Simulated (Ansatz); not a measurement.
# CH3BSeSi: the cost of one run

Method: RKS PBE0-D4/def2-mTZVP, in Ansatz 0.2.0.

## (1) Starting point

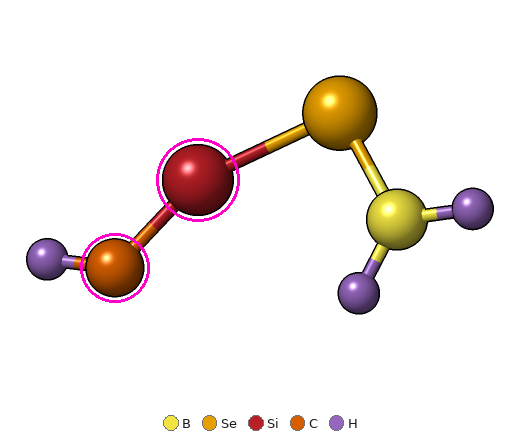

Start, viewed from a chosen angle; boron yellow, selenium amber, silicon red, carbon orange, hydrogen purple. Ringed: Si3, C4.

As a file:

```xyz
7

B    -1.5951    0.9406    0.2536
Se   -1.0893   -0.5353    1.2742
Si    0.9235   -1.0091    0.2658
C     2.2186   -0.7651   -0.8170
H    -0.9296    1.3275   -0.6265
H    -2.6070    1.4545    0.5336
H     3.0789   -1.4132   -0.8838
```

## (2) End point A

The input, input.yaml:

```yaml
crystal:
  periodic: [false, false, false]
  atoms:
    - { symbol: B, position_ang: [-1.59512, 0.94065, 0.25363] }
    - { symbol: Se, position_ang: [-1.08934, -0.53525, 1.27419] }
    - { symbol: Si, position_ang: [0.92349, -1.00908, 0.26585] }
    - { symbol: C, position_ang: [2.21861, -0.76515, -0.81697] }
    - { symbol: H, position_ang: [-0.9296, 1.32748, -0.62646] }
    - { symbol: H, position_ang: [-2.60697, 1.45454, 0.53359] }
    - { symbol: H, position_ang: [3.07894, -1.4132, -0.88383] }
basis:
  gaussian: { orbitals: def2-mTZVP }
hamiltonian:
  xc: pbe0
  dispersion: d4
relax:
  f_tol: 0.015
  max_steps: 40
```

On the command line:

```bash
$ ansatz run input.yaml --threads 2 --pin off --max-ram 3072MiB --backend cpu --events-out ev --progress --plain --runs-dir out
```

What time and memory should one allow on 2 threads of Arm Neoverse V1, shared host?

About 93 s, with a peak of 0.23 GiB.
